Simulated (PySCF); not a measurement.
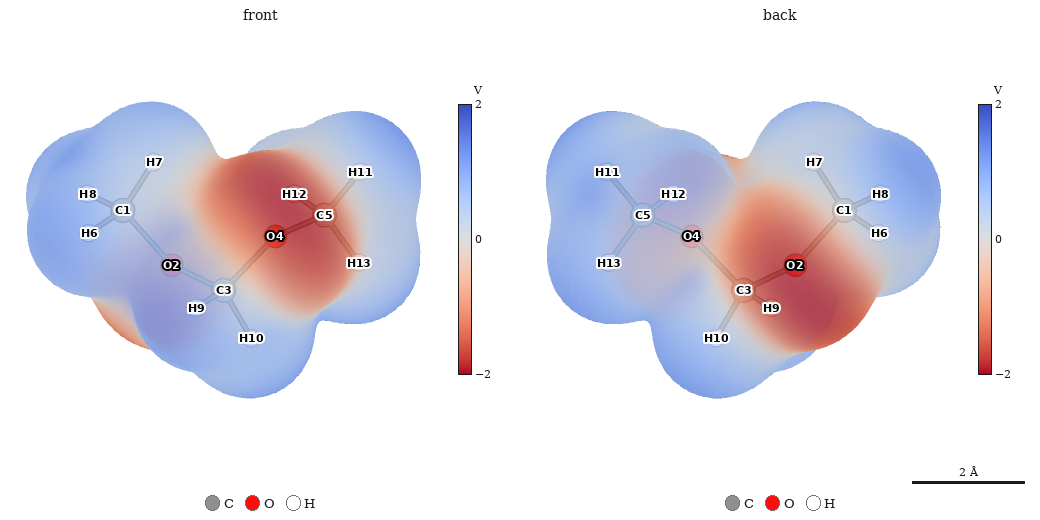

Figure 1: C₃H₈O₂. The molecular electrostatic potential painted on the density surface at 0.004 e/bohr³, seen from the front and from behind; the colour scale runs from red (negative) to blue (positive).

Geometry: GFN2-xTB.

All numbers below come from mPW1PW91/pcSseg-1, SCF density, in a methanol solvent model, non-relativistic in PySCF.

Input file:

```
{"job": {"xc": "mPW1PW91", "basis": "pcSseg-1", "solvent": "methanol", "kind": "nmr", "pop": true}, "charge": 0, "multiplicity": 1}
C      1.792424    -0.256610     0.471603
O      0.683580    -0.985631    -0.014289
C     -0.051565    -0.301255    -0.981077
O     -0.710180     0.828611    -0.498249
C     -1.746474     0.530187     0.415074
H      2.513438    -0.069084    -0.332342
H      1.479768     0.700797     0.898432
H      2.250380    -0.872987     1.241773
H      0.599574     0.066869    -1.788896
H     -0.766193    -1.039348    -1.376744
H     -2.146966     1.485498     0.746445
H     -1.367383    -0.032059     1.273405
H     -2.534792    -0.054501    -0.072862
```

Launched as:

```sh
OMP_NUM_THREADS=1 python ens_run.py task.json out
```

**Where is the surface potential most negative and most positive?**

The most negative region (about −1.9 V) lies over O2 and O4, the most positive (about +1.1 V) over the C and H atoms.

**How polar is the molecule by this calculation?**

Its dipole moment is 0.27 D.
